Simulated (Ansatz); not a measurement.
# AgGeF3 (model cell, started as cubic perovskite with Ge in the octahedra): following an unstable mode, part 4 of 4

Which phase does AgGeF3 (model cell, started as cubic perovskite with Ge in the octahedra) fall into along its unstable mode, and how much energy does it gain?

Ansatz 0.2.0; DFT PBEsol, scalar-relativistic, plane waves, PAW; PAW set soft_1.

So far. Step 5 (Energy along the mode, all amplitudes (two of the runs …): The lowest of the steps tried is at 0.22 Å, 9.36 meV/atom below the parent; the bottom of the well need not coincide with a step. Step 7 (The new phase in its own primitive cell): The largest force component left is 0.018 meV/Å and the pressure is 0.001 GPa, within the tolerances set. The cell now holds 16.05 Å³/atom. The relaxed cell has a, b, c = 8.079, 4.742, 8.382 Å (conventional setting).

The structure was built from a prototype and need not be the compound's stable phase.

**8. Modes of the new phase, k-mesh 6×6×4, occupations fixed (continued)**

Patterns of degenerate modes are one choice out of their space. The modes at Γ (shares of kinetic energy by element, %) (negative means imaginary):

| mode | frequency (cm⁻¹) | symmetry | Ag % | Ge % | F % |
| --- | --- | --- | --- | --- | --- |
| 1 | -133.4 | B1u | 35 | 0 | 64 |
| 2 | -99.8 | Au | 2 | 0 | 98 |
| 3 | -76.0 | B1u | 35 | 4 | 62 |
| 4 | -37.3 | B3u | 53 | 22 | 25 |
| 5 | -17.2 | Au | 98 | 0 | 2 |
| 6 | 0.0 | acoustic | 45 | 31 | 24 |
| 7 | 0.0 | acoustic | 45 | 31 | 24 |
| 8 | 0.0 | acoustic | 45 | 31 | 24 |
| 9 | 31.6 | B2u | 96 | 1 | 3 |
| 10 | 45.6 | B1g | 0 | 53 | 47 |
| 11 | 68.3 | B1u | 31 | 62 | 6 |
| 12 | 76.3 | Ag | 0 | 50 | 50 |
| 13 | 84.5 | B2u | 41 | 21 | 39 |
| 14 | 127.3 | B3u | 1 | 1 | 98 |
| 15 | 139.7 | B3g | 0 | 43 | 57 |
| 16 | 143.0 | B1g | 0 | 29 | 71 |
| 17 | 151.2 | B2g | 0 | 0 | 100 |
| 18 | 155.7 | B3u | 0 | 29 | 71 |
| 19 | 178.1 | B1u | 50 | 0 | 49 |
| 20 | 219.9 | Au | 0 | 0 | 100 |
| 21 | 238.7 | B2u | 14 | 14 | 72 |
| 22 | 249.6 | B3g | 0 | 57 | 43 |
| 23 | 262.3 | Ag | 0 | 31 | 69 |
| 24 | 284.8 | B2u | 3 | 15 | 82 |
| 25 | 309.7 | B1u | 3 | 3 | 94 |
| 26 | 350.8 | B2u | 1 | 0 | 99 |
| 27 | 469.7 | B1g | 0 | 18 | 82 |
| 28 | 470.0 | B3u | 0 | 18 | 82 |
| 29 | 514.7 | Ag | 0 | 19 | 81 |
| 30 | 515.7 | B2u | 0 | 18 | 82 |

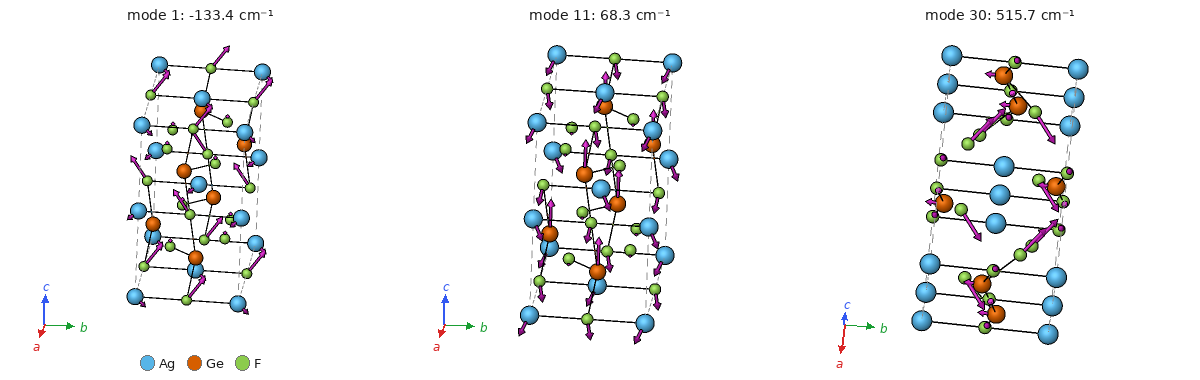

Displacement patterns of modes 1, 11 and 30 at Γ; arrows are exaggerated. Bonds to atoms that aren't drawn are left out. Some periodic images of atoms are drawn too.

Optical modes at the zone centre, without and with the macroscopic field of the longitudinal modes; each column is sorted by frequency, so a row need not hold one and the same mode. Modes with and without the field, by row:

| rank among optical modes | no field (cm⁻¹) | q along (1, 0, 0) (cm⁻¹) | q along (0, 1, 0) (cm⁻¹) | q along (0, 0, 1) (cm⁻¹) |
| --- | --- | --- | --- | --- |
| 1 | -133.4 | -133.4 | -133.4 | -99.8 |
| 2 | -99.8 | -99.8 | -99.8 | -98.2 |
| 3 | -76 | -76 | -76 | -37.3 |
| 4 | -37.3 | -17.2 | -37.3 | -17.2 |
| 5 | -17.2 | 19.4 | -17.2 | 19 |
| 6 | 31.6 | 31.6 | 31.6 | 31.6 |
| 7 | 45.6 | 45.6 | 45.6 | 45.6 |
| 8 | 68.3 | 68.3 | 68.3 | 76.3 |
| 9 | 76.3 | 76.3 | 76.3 | 84.5 |
| 10 | 84.5 | 84.5 | 95.2 | 127.3 |
| 11 | 127.3 | 129 | 127.3 | 139.7 |
| 12 | 139.7 | 139.7 | 139.7 | 143 |
| 13 | 143 | 143 | 143 | 151.2 |
| 14 | 151.2 | 151.2 | 151.2 | 155.7 |
| 15 | 155.7 | 175.3 | 155.7 | 160 |
| 16 | 178.1 | 178.1 | 178.1 | 219.9 |
| 17 | 219.9 | 219.9 | 219.9 | 238.7 |
| 18 | 238.7 | 238.7 | 238.7 | 249.6 |
| 19 | 249.6 | 249.6 | 249.6 | 262.3 |
| 20 | 262.3 | 262.3 | 262.3 | 284.8 |
| 21 | 284.8 | 284.8 | 309.7 | 309.2 |
| 22 | 309.7 | 309.7 | 316.6 | 340.6 |
| 23 | 350.8 | 350.8 | 353.6 | 350.8 |
| 24 | 469.7 | 469.7 | 469.7 | 469.7 |
| 25 | 470 | 514.7 | 470 | 470 |
| 26 | 514.7 | 515.7 | 514.7 | 514.7 |
| 27 | 515.7 | 530 | 567.1 | 515.7 |

Born charge (rows field, columns displacement) (e), principal values of the symmetric part by kind of site:

| atom | atoms with these values | low | middle | high | mean |
| --- | --- | --- | --- | --- | --- |
| Ag1 | 2 | 0.80 | 1.40 | 1.72 | 1.31 |
| Ge3 | 2 | 2.25 | 2.70 | 3.33 | 2.76 |
| F5 | 2 | -3.69 | -0.93 | -0.36 | -1.66 |
| F7 | 4 | -2.01 | -0.88 | -0.72 | -1.20 |

In full for F7:

```
-1.34 -0.57  0.00
-0.54 -1.55  0.00
 0.00  0.00 -0.72
```

High-frequency dielectric tensor:

```
2.74 0.00 0.00
0.00 3.78 0.00
0.00 0.00 4.74
```

Transverse modes; imaginary modes are left out. Lines of the infrared spectrum (strongest = 100):

| position (cm⁻¹) | lines merged | relative intensity |
| --- | --- | --- |
| 32 | 1 | 0.0 |
| 46 | 1 | 0.0 |
| 68 | 1 | 58 |
| 76 | 1 | 0.0 |
| 84 | 1 | 6.2 |
| 127 | 1 | 1.4 |
| 140 | 1 | 0.0 |
| 143 | 1 | 0.0 |
| 151 | 1 | 0.0 |
| 156 | 1 | 11 |
| 178 | 1 | 34 |
| 220 | 1 | 0.0 |
| 239 | 1 | 0.0 |
| 250 | 1 | 0.0 |
| 262 | 1 | 0.0 |
| 285 | 1 | 52 |
| 310 | 1 | 0.1 |
| 351 | 1 | 3.0 |
| 470 | 2 | 85 |
| 515 | 1 | 0.0 |
| 516 | 1 | 100 |

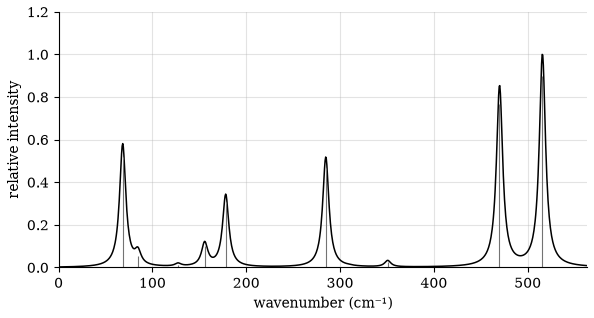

The infrared spectrum, broadened with Lorentzians of width 8 cm⁻¹; bars mark the lines.

Before it was imposed, the acoustic sum rule was missed by 7.5e-5 eV/Å² and the charge sum rule by 0.0074 e. Small misses are needed for a sound result but don't prove that mesh and cutoff are converged. The lowest optical mode is imaginary, 133.4i cm⁻¹, so the energy falls along it.

**9. Outcome**

```json
{
 "unstable mode of the parent": "q = (0, 0, -0.5), 186i cm⁻¹",
 "depth at the lowest point sampled": "9.36 meV/atom",
 "largest atomic shift at that point": "0.22 Å",
 "space group reached (within 0.01 Å)": "Cmcm",
 "energy gained over the parent (first relaxation, on the mesh of the frozen mode)": "185 meV/atom",
 "volume per atom, phase reached": "16.1 Å³",
 "gap on the k-mesh, phase reached": "1.85 eV",
 "lowest optical zone-centre mode, phase reached": "-133 cm⁻¹",
 "highest optical mode at the zone centre (no LO-TO term), phase reached": "516 cm⁻¹"
}
```

**Reading.** Along this mode the structure falls into Cmcm, 185 meV/atom below the parent. At the parent's cell the well is 9.359 meV/atom deep on the steps tried, with its lowest point at a shift of 0.22 Å. Relaxing atoms and cell changes the gain by +175.38 meV/atom against the lowest step (energies at zero smearing). Most of the total comes from this relaxation. The new phase still has an imaginary mode at the zone centre of its cell, so it is a saddle point on the way to a lower structure. Of the 6 patterns followed to their end from this parent, this one ends 132 meV/atom above the lowest, R3m. Each path keeps the symmetry of its pattern, so a lower phase may lie along a pattern not tried. With no gap, or one that is small against the smearing, the frequencies hang on the k mesh and the smearing, most of all near Kohn anomalies. The PAW files were made for PBE and serve the other functionals too. The starting cell was built on a prototype and not taken from a measurement, so the phase need not exist.

[Logs are printed without paths, hosts, clocks, repeated set-up lines and the standing remarks that a program may print on its own settings, such as how far it seeks lower states.]

[Hosts, paths, dates, database ids (printed as entryN), source tags and the programs' standing remarks are cut or masked in the printed files.]
